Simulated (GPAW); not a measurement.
Convergence calculation, with input and output: AlF$_{3}$

AlF$_{3}$, SMILES [F][Al]([F])[F], computed with OLYP/dzp, scalar-relativistic datasets (GPAW 26.7.0).

The geometry comes from this level: GFN2-xTB.

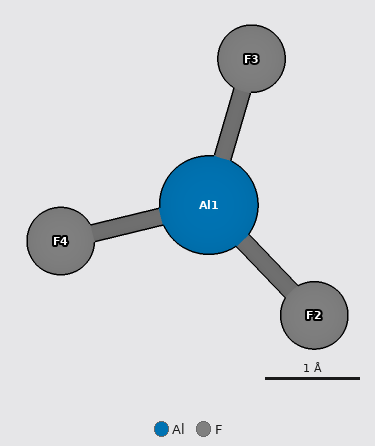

Fig. 1: The structure (ball-and-stick view, seen on its broad side; atoms are numbered from 1 in the order of the input). Sticks mark near contacts. Bond lengths as drawn: Al–F 1.63 Å.

The input (molecule_conv.py)
```python
import numpy as np
from ase import Atoms
from ase.units import Debye
from gpaw import GPAW, setup_paths
from gpaw.atom.configurations import parameters
from gpaw.atom.generator import Generator

system = Atoms('AlFFF',
    positions=[[ -0.000200,  -0.000290,  -0.001260],
               [  1.630840,  -0.027090,   0.013490],
               [ -0.791540,   1.425990,  -0.016640],
               [ -0.839100,  -1.398610,   0.004400]])
system.center(vacuum=4.5)

for symbol in ['Al', 'F']:
    Generator(symbol, xcname='GGA_X_OPTX+GGA_C_LYP', scalarrel=True, nofiles=True, txt=None).run(**parameters[symbol])
setup_paths.insert(0, '.')

energies, dipoles, levels = [], [], []
for h in [0.25, 0.22, 0.2, 0.18]:
    calc = GPAW(mode='lcao',
                maxiter=100,
                basis='dzp',
                xc='GGA_X_OPTX+GGA_C_LYP',
                h=h,
                poissonsolver={'name': 'fast'},
                txt=None)
    system.calc = calc
    energies.append(system.get_potential_energy())
    dipoles.append(np.linalg.norm(system.get_dipole_moment()) / Debye)
    levels.append(calc.get_homo_lumo())
    print(f'h = {h}: E = {energies[-1]:.4f} eV, dipole = {dipoles[-1]:.3f} D, HOMO = {levels[-1][0]:.3f} eV, {calc.get_number_of_iterations()} iterations')
    settled = len(levels) > 1 and abs(levels[-1][0] - levels[-2][0]) < 0.05
    if settled:
        print(f'HOMO settled to 0.05 eV at h = {h}')
        break
else:
    print('Not settled within the values tried')
```

Command:
```bash
OMP_NUM_THREADS=1 python molecule_conv.py
```

Output
```
h = 0.25: E = -15.6948 eV, dipole = 0.013 D, HOMO = -9.150 eV, 8 iterations
h = 0.22: E = -16.8076 eV, dipole = 0.013 D, HOMO = -9.158 eV, 8 iterations
HOMO settled to 0.05 eV at h = 0.22
```

Summary

| quantity | value |
| --- | --- |
| outcome | converged |
| hardware | 1 thread of Arm Neoverse V2, 24 GiB of memory available, shared host |
| wall time | 7 s |
| peak memory | 0.34 GiB |

Notes

Further notes kept with the run: datasets made with stock radii, not tested.
